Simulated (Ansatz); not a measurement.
# CH9BS2 (SMILES CS.[BH3-][SH2+]): a chain of runs

Aim: a series of 40 runs (PBE0-D3(BJ)-ATM/def2-TZVP, SVWN5/def2-TZVP, wB97X/def2-TZVP, PBEsol-D3(BJ)-ATM/def2-TZVP, PBE-D4/def2-TZVP, r2SCAN50-D4/def2-TZVP, BLYP-D4/def2-TZVP, HF/pcseg-1) of CH9BS2 and its partners. 

The calculation is run with Ansatz 0.2.0.

## Step 1: The structure to begin with

CH9BS2 has 13 atoms, charge 0, and is taken as a singlet. As SMILES, `CS.[BH3-][SH2+]`. The coordinates come from a GFN2-xTB relaxation.

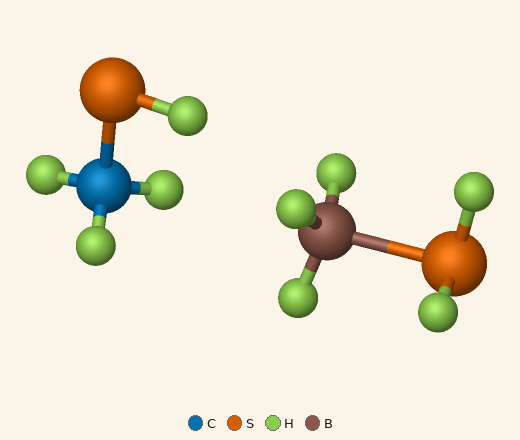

The structure, seen from a chosen angle (carbon blue, sulfur orange, hydrogen green, boron brown).

## Step 2: The energy at PBE0-D3(BJ)-ATM/def2-TZVP (run 1)

Input file job.yaml:

```yaml
basis:
  gaussian: {orbitals: def2-TZVP}
crystal:
  periodic: [false, false, false]
  atoms:
    - {symbol: C, position_ang: [1.160480, -0.998900, 2.188840]}
    - {symbol: S, position_ang: [0.940000, 0.778350, 2.505250]}
    - {symbol: H, position_ang: [0.204150, -1.435410, 1.921950]}
    - {symbol: H, position_ang: [1.533300, -1.437620, 3.108490]}
    - {symbol: H, position_ang: [1.878400, -1.136200, 1.387110]}
    - {symbol: H, position_ang: [0.430510, 1.061980, 1.311840]}
    - {symbol: B, position_ang: [-0.531500, 0.156090, -1.061960]}
    - {symbol: S, position_ang: [-1.686680, 0.335660, -2.715640]}
    - {symbol: H, position_ang: [-1.333330, 0.120940, -0.192140]}
    - {symbol: H, position_ang: [0.148860, 1.127480, -1.083230]}
    - {symbol: H, position_ang: [0.041300, -0.861500, -1.244750]}
    - {symbol: H, position_ang: [-2.056960, 1.608540, -2.544110]}
    - {symbol: H, position_ang: [-0.728530, 0.680620, -3.581640]}
total_charge: 0
magnetization: {spin_polarized: false, initial_magnetization: 0}
hamiltonian: {xc: pbe0, dispersion: d3bjatm}
```

Run with:

```
$ ansatz run job.yaml --threads 1 --pin off --max-ram 2610MiB --events-out events.jsonl --progress --plain --runs-dir runs
```

Standard output:

```text
Warning: RAYON_NUM_THREADS=1 ignored (pool sized by the plan → 1); use --threads N
Functional definition: PBE0
  name "PBE0"
  parameter a = 0.25
  parameter kappa = 0.804
  parameter beta = 0.06672455060314922
  exchange = (1 - a)*pbe_x(kappa = kappa, mu = beta*pi^2/3) + a*exact_x
  correlation = pbe_c(beta = beta)
1287 factors; their error is unknown
mean field evaluation 1: about -23514.2426 eV, gradient 5.1e1 eV
mean field evaluation 2: about -23512.3124 eV, gradient 5.6e1 eV
mean field evaluation 4: about -23521.3103 eV, gradient 2.2e0 eV
mean field evaluation 8: about -23521.3585 eV, gradient 5.6e-2 eV
mean field -23521.35850707 eV, -864.3939817854 hartree, gradient 4.0e-5 eV, S^2 0.000000; 0 other end points of the search recorded, 0 dependent functions left out
reference -23521.35854185 eV, -864.3939830636 hartree; 26, 26 occupied and 164, 164 virtual orbitals, 1287 factors
Total energy: -23521.56702919 eV, -864.4016448321 hartree
```

Run time: 5.1 s. Hardware: 1 thread of Intel Xeon at 2.70GHz, shared host; peak memory 0.32 GiB.

## Step 3: CH4S: a single-point energy at PBE0-D3(BJ)-ATM/def2-TZVP (run 2)

Input file run.yaml:

```yaml
crystal:
  periodic: [false, false, false]
  atoms:
    - {symbol: C, position_ang: [1.160480, -0.998900, 2.188840]}
    - {symbol: S, position_ang: [0.940000, 0.778350, 2.505250]}
    - {symbol: H, position_ang: [0.204150, -1.435410, 1.921950]}
    - {symbol: H, position_ang: [1.533300, -1.437620, 3.108490]}
    - {symbol: H, position_ang: [1.878400, -1.136200, 1.387110]}
    - {symbol: H, position_ang: [0.430510, 1.061980, 1.311840]}
basis:
  gaussian:
    orbitals: def2-TZVP
hamiltonian:
  xc: {name: PBE0}
  dispersion: d3bjatm
```

Run with:

```
$ ansatz run run.yaml --threads 1 --pin off --max-ram 2610MiB --events-out events.jsonl --progress --plain --runs-dir runs
```

Standard output, cut to the lines that bear on the results:

```text
Warning: RAYON_NUM_THREADS=1 ignored (pool sized by the plan → 1); use --threads N
[... 7 set-up lines as earlier in the session ...]
627 factors; their error is unknown
mean field evaluation 1: about -11929.5467 eV, gradient 4.0e1 eV
mean field evaluation 2: about -11927.9111 eV, gradient 4.5e1 eV
mean field evaluation 4: about -11933.1371 eV, gradient 1.0e0 eV
mean field evaluation 8: about -11933.1550 eV, gradient 2.5e-1 eV
mean field -11933.15508899 eV, -438.5353609373 hartree, gradient 3.5e-5 eV, S^2 0.000000; 0 other end points of the search recorded, 0 dependent functions left out
reference -11933.15511076 eV, -438.5353617372 hartree; 13, 13 occupied and 79, 79 virtual orbitals, 627 factors
Total energy: -11933.22347368 eV, -438.5378740283 hartree
```

It took 1.5 s on 1 thread of Intel Xeon at 2.70GHz, shared host; peak memory 0.13 GiB.

Runs 3 to 4 aren't shown in full; the table further down has their settings and results.

## Step 4: BH5S among ghost functions: a single-point energy at PBE0-D3(BJ)-ATM/def2-TZVP (with ghost functions) (run 5)

Input file job.yaml:

```yaml
crystal:
  periodic: [false, false, false]
  atoms:
    - {symbol: B, position_ang: [-0.531500, 0.156090, -1.061960]}
    - {symbol: S, position_ang: [-1.686680, 0.335660, -2.715640]}
    - {symbol: H, position_ang: [-1.333330, 0.120940, -0.192140]}
    - {symbol: H, position_ang: [0.148860, 1.127480, -1.083230]}
    - {symbol: H, position_ang: [0.041300, -0.861500, -1.244750]}
    - {symbol: H, position_ang: [-2.056960, 1.608540, -2.544110]}
    - {symbol: H, position_ang: [-0.728530, 0.680620, -3.581640]}
basis:
  gaussian:
    orbitals: def2-TZVP
    ghost_atoms: [{symbol: C, position_ang: [1.160480, -0.998900, 2.188840]}, {symbol: S, position_ang: [0.940000, 0.778350, 2.505250]}, {symbol: H, position_ang: [0.204150, -1.435410, 1.921950]}, {symbol: H, position_ang: [1.533300, -1.437620, 3.108490]}, {symbol: H, position_ang: [1.878400, -1.136200, 1.387110]}, {symbol: H, position_ang: [0.430510, 1.061980, 1.311840]}]
hamiltonian:
  xc: pbe0
  dispersion: d3bjatm
```

Run with:

```
$ ansatz run job.yaml --threads 1 --pin off --max-ram 2610MiB --events-out events.jsonl --progress --plain --runs-dir runs
```

Standard output, cut to the lines that bear on the results:

```text
Warning: RAYON_NUM_THREADS=1 ignored (pool sized by the plan → 1); use --threads N
[... 7 set-up lines as earlier in the session ...]
1209 factors; their error is unknown
mean field evaluation 1: about -11584.5245 eV, gradient 3.3e1 eV
mean field evaluation 2: about -11584.5820 eV, gradient 3.2e1 eV
mean field evaluation 4: about -11588.1163 eV, gradient 8.5e-1 eV
mean field evaluation 8: about -11588.1386 eV, gradient 2.4e-2 eV
mean field -11588.13859361 eV, -425.8562385927 hartree, gradient 4.4e-5 eV, S^2 0.000000; 0 other end points of the search recorded, 0 dependent functions left out
reference -11588.13862307 eV, -425.8562396752 hartree; 13, 13 occupied and 177, 177 virtual orbitals, 1209 factors
Total energy: -11588.22643993 eV, -425.8594668853 hartree
```

It took 3.6 s on 1 thread of Intel Xeon at 2.70GHz, shared host; peak memory 0.28 GiB.

Runs 6 to 39 aren't shown in full; the table further down has their settings and results.

## Step 5: BH5S among ghost functions: the energy at HF/pcseg-1 (with ghost functions) (run 40)

Input file molecule.yaml:

```yaml
basis:
  gaussian:
    orbitals: pcseg-1.json
    ghost_atoms: [{symbol: C, position_ang: [1.160480, -0.998900, 2.188840]}, {symbol: S, position_ang: [0.940000, 0.778350, 2.505250]}, {symbol: H, position_ang: [0.204150, -1.435410, 1.921950]}, {symbol: H, position_ang: [1.533300, -1.437620, 3.108490]}, {symbol: H, position_ang: [1.878400, -1.136200, 1.387110]}, {symbol: H, position_ang: [0.430510, 1.061980, 1.311840]}]
crystal:
  periodic: [false, false, false]
  atoms:
    - {symbol: B, position_ang: [-0.531500, 0.156090, -1.061960]}
    - {symbol: S, position_ang: [-1.686680, 0.335660, -2.715640]}
    - {symbol: H, position_ang: [-1.333330, 0.120940, -0.192140]}
    - {symbol: H, position_ang: [0.148860, 1.127480, -1.083230]}
    - {symbol: H, position_ang: [0.041300, -0.861500, -1.244750]}
    - {symbol: H, position_ang: [-2.056960, 1.608540, -2.544110]}
    - {symbol: H, position_ang: [-0.728530, 0.680620, -3.581640]}
hamiltonian:
  xc: hf
```

The basis set pcseg-1 is read from a file made from the Basis Set Exchange's data (not shown).

Run with:

```
$ ansatz run molecule.yaml --threads 1 --pin off --max-ram 2610MiB --events-out events.jsonl --progress --plain --runs-dir runs
```

Standard output:

```text
Warning: RAYON_NUM_THREADS=1 ignored (pool sized by the plan → 1); use --threads N
Functional definition: HF
  name "HF"
  exchange = exact_x
  correlation = 0
1175 factors; their error is unknown
mean field evaluation 1: about -11563.9720 eV, gradient 2.0e1 eV
mean field evaluation 2: about -11565.4719 eV, gradient 6.0e0 eV
mean field evaluation 4: about -11565.6236 eV, gradient 3.2e-1 eV
mean field evaluation 8: about -11566.0498 eV, gradient 1.0e-5 eV
mean field -11566.04981687 eV, -425.0444910197 hartree, gradient 1.0e-5 eV, S^2 0.000000; 0 other end points of the search recorded, 0 dependent functions left out
reference -11566.04981687 eV, -425.0444910197 hartree; 13, 13 occupied and 96, 96 virtual orbitals, 1175 factors
Total energy: -11566.04981687 eV, -425.0444910197 hartree
```

Run time: 0.67 s. Hardware: 1 thread of Intel Xeon at 2.70GHz, shared host; peak memory 0.15 GiB.

## Step 6: The series

| run | level | fragment atoms | contact | partner | energy (Eh) | dispersion energy (kJ/mol) | wall time |
| --- | --- | --- | --- | --- | --- | --- | --- |
| 1 | PBE0-D3(BJ)-ATM/def2-TZVP | – | – | base | -864.401645 | -20.12 | 5.1 s |
| 2 | PBE0-D3(BJ)-ATM/def2-TZVP | (1, 2, 3, 4, 5, 6) | base | fragment | -438.537874 | -6.60 | 1.5 s |
| 3 | PBE0-D3(BJ)-ATM/def2-TZVP (with ghost functions) | (1, 2, 3, 4, 5, 6) | base | fragment with ghosts | -438.538063 | -6.60 | 3.9 s |
| 4 | PBE0-D3(BJ)-ATM/def2-TZVP | (7, 8, 9, 10, 11, 12, 13) | base | fragment | -425.859409 | -8.47 | 1.2 s |
| 5 | PBE0-D3(BJ)-ATM/def2-TZVP (with ghost functions) | (7, 8, 9, 10, 11, 12, 13) | base | fragment with ghosts | -425.859467 | -8.47 | 3.6 s |
| 6 | SVWN5/def2-TZVP | – | – | base | -861.296424 | – | 2.7 s |
| 7 | SVWN5/def2-TZVP | (1, 2, 3, 4, 5, 6) | base | fragment | -436.959425 | – | 0.63 s |
| 8 | SVWN5/def2-TZVP (with ghost functions) | (1, 2, 3, 4, 5, 6) | base | fragment with ghosts | -436.959673 | – | 2.3 s |
| 9 | SVWN5/def2-TZVP | (7, 8, 9, 10, 11, 12, 13) | base | fragment | -424.331074 | – | 0.85 s |
| 10 | SVWN5/def2-TZVP (with ghost functions) | (7, 8, 9, 10, 11, 12, 13) | base | fragment with ghosts | -424.331164 | – | 2.1 s |
| 11 | wB97X/def2-TZVP | – | – | base | -864.745241 | – | 15 s |
| 12 | wB97X/def2-TZVP | (1, 2, 3, 4, 5, 6) | base | fragment | -438.712666 | – | 3.6 s |
| 13 | wB97X/def2-TZVP (with ghost functions) | (1, 2, 3, 4, 5, 6) | base | fragment with ghosts | -438.712822 | – | 11 s |
| 14 | wB97X/def2-TZVP | (7, 8, 9, 10, 11, 12, 13) | base | fragment | -426.028264 | – | 3.9 s |
| 15 | wB97X/def2-TZVP (with ghost functions) | (7, 8, 9, 10, 11, 12, 13) | base | fragment with ghosts | -426.028326 | – | 11 s |
| 16 | PBEsol-D3(BJ)-ATM/def2-TZVP | – | – | base | -862.692244 | -9.57 | 4.2 s |
| 17 | PBEsol-D3(BJ)-ATM/def2-TZVP | (1, 2, 3, 4, 5, 6) | base | fragment | -437.672121 | -2.64 | 1.5 s |
| 18 | PBEsol-D3(BJ)-ATM/def2-TZVP (with ghost functions) | (1, 2, 3, 4, 5, 6) | base | fragment with ghosts | -437.672354 | -2.64 | 5.4 s |
| 19 | PBEsol-D3(BJ)-ATM/def2-TZVP | (7, 8, 9, 10, 11, 12, 13) | base | fragment | -425.015498 | -3.48 | 1.2 s |
| 20 | PBEsol-D3(BJ)-ATM/def2-TZVP (with ghost functions) | (7, 8, 9, 10, 11, 12, 13) | base | fragment with ghosts | -425.015571 | -3.48 | 3.6 s |
| 21 | PBE-D4/def2-TZVP | – | – | base | -864.313470 | -19.96 | 4.2 s |
| 22 | PBE-D4/def2-TZVP | (1, 2, 3, 4, 5, 6) | base | fragment | -438.495482 | -6.61 | 1 s |
| 23 | PBE-D4/def2-TZVP (with ghost functions) | (1, 2, 3, 4, 5, 6) | base | fragment with ghosts | -438.495724 | -6.61 | 3.9 s |
| 24 | PBE-D4/def2-TZVP | (7, 8, 9, 10, 11, 12, 13) | base | fragment | -425.813534 | -8.44 | 1.6 s |
| 25 | PBE-D4/def2-TZVP (with ghost functions) | (7, 8, 9, 10, 11, 12, 13) | base | fragment with ghosts | -425.813600 | -8.44 | 3.3 s |
| 26 | r2SCAN50-D4/def2-TZVP | – | – | base | -864.644955 | -6.93 | 7.8 s |
| 27 | r2SCAN50-D4/def2-TZVP | (1, 2, 3, 4, 5, 6) | base | fragment | -438.658871 | -1.93 | 2.6 s |
| 28 | r2SCAN50-D4/def2-TZVP (with ghost functions) | (1, 2, 3, 4, 5, 6) | base | fragment with ghosts | -438.659010 | -1.93 | 5.1 s |
| 29 | r2SCAN50-D4/def2-TZVP | (7, 8, 9, 10, 11, 12, 13) | base | fragment | -425.982102 | -2.50 | 2.6 s |
| 30 | r2SCAN50-D4/def2-TZVP (with ghost functions) | (7, 8, 9, 10, 11, 12, 13) | base | fragment with ghosts | -425.982163 | -2.50 | 5.1 s |
| 31 | BLYP-D4/def2-TZVP | – | – | base | -864.720834 | -43.48 | 3.9 s |
| 32 | BLYP-D4/def2-TZVP | (1, 2, 3, 4, 5, 6) | base | fragment | -438.702011 | -15.39 | 1.1 s |
| 33 | BLYP-D4/def2-TZVP (with ghost functions) | (1, 2, 3, 4, 5, 6) | base | fragment with ghosts | -438.702271 | -15.39 | 4.5 s |
| 34 | BLYP-D4/def2-TZVP | (7, 8, 9, 10, 11, 12, 13) | base | fragment | -426.015185 | -19.38 | 1.2 s |
| 35 | BLYP-D4/def2-TZVP (with ghost functions) | (7, 8, 9, 10, 11, 12, 13) | base | fragment with ghosts | -426.015259 | -19.38 | 3.6 s |
| 36 | HF/pcseg-1 | – | – | base | -862.726261 | – | 1.6 s |
| 37 | HF/pcseg-1 | (1, 2, 3, 4, 5, 6) | base | fragment | -437.680994 | – | 0.35 s |
| 38 | HF/pcseg-1 (with ghost functions) | (1, 2, 3, 4, 5, 6) | base | fragment with ghosts | -437.681291 | – | 0.79 s |
| 39 | HF/pcseg-1 | (7, 8, 9, 10, 11, 12, 13) | base | fragment | -425.044329 | – | 0.39 s |
| 40 | HF/pcseg-1 (with ghost functions) | (7, 8, 9, 10, 11, 12, 13) | base | fragment with ghosts | -425.044491 | – | 0.67 s |

## Step 7: Summary of results

| quantity | value |
| --- | --- |
| BH5S among ghost functions, run 40: total energy | -425.04449 Eh |
| interaction energy of the rigid parts CH4S and BH5S (parts in the whole basis, counterpoise; closest atoms 2.41 Å apart), PBE0-D3(BJ)-ATM/def2-TZVP | -0.112 eV |
| interaction energy of the rigid parts CH4S and BH5S (parts in their own basis; closest atoms 2.41 Å apart), SVWN5/def2-TZVP | -0.161 eV |
| interaction energy of the rigid parts CH4S and BH5S (parts in the whole basis, counterpoise; closest atoms 2.41 Å apart), wB97X/def2-TZVP | -0.111 eV |
| interaction energy of the rigid parts CH4S and BH5S (parts in their own basis; closest atoms 2.41 Å apart), wB97X/def2-TZVP | -0.117 eV |
| interaction energy of the rigid parts CH4S and BH5S (parts in the whole basis, counterpoise; closest atoms 2.41 Å apart), PBEsol-D3(BJ)-ATM/def2-TZVP | -0.118 eV |
| interaction energy of the rigid parts CH4S and BH5S (parts in their own basis; closest atoms 2.41 Å apart), r2SCAN50-D4/def2-TZVP | -0.108 eV |
| interaction energy of the rigid parts CH4S and BH5S (parts in the whole basis, counterpoise; closest atoms 2.41 Å apart), r2SCAN50-D4/def2-TZVP | -0.103 eV |
| interaction energy of the rigid parts CH4S and BH5S (parts in the whole basis, counterpoise; closest atoms 2.41 Å apart), HF/pcseg-1 | -0.013 eV |

In words: At PBE0-D3(BJ)-ATM/def2-TZVP: the interaction energy of the rigid parts CH4S and BH5S (parts in the whole basis, counterpoise; closest atoms 2.41 Å apart) is −0.11 eV (−10.8 kJ/mol): the parts attract. At SVWN5/def2-TZVP: the interaction energy of the rigid parts CH4S and BH5S (parts in their own basis; closest atoms 2.41 Å apart) is −0.16 eV (−3.7 kcal/mol): the parts attract. Without counterpoise this holds the superposition error of the basis. At wB97X/def2-TZVP: the interaction energy of the rigid parts CH4S and BH5S (parts in the whole basis, counterpoise; closest atoms 2.41 Å apart) is −0.11 eV (−10.7 kJ/mol): the parts attract. The basis-set superposition error is 0.6 kJ/mol. At wB97X/def2-TZVP: the interaction energy of the rigid parts CH4S and BH5S (parts in their own basis; closest atoms 2.41 Å apart) is −0.12 eV (−11.3 kJ/mol): the parts attract. At PBEsol-D3(BJ)-ATM/def2-TZVP: the interaction energy of the rigid parts CH4S and BH5S (parts in the whole basis, counterpoise; closest atoms 2.41 Å apart) is −0.12 eV (−2.7 kcal/mol): the parts attract. Totals of different functionals can't be ranked against each other. All runs together took 2.3 min, the longest 15 s.
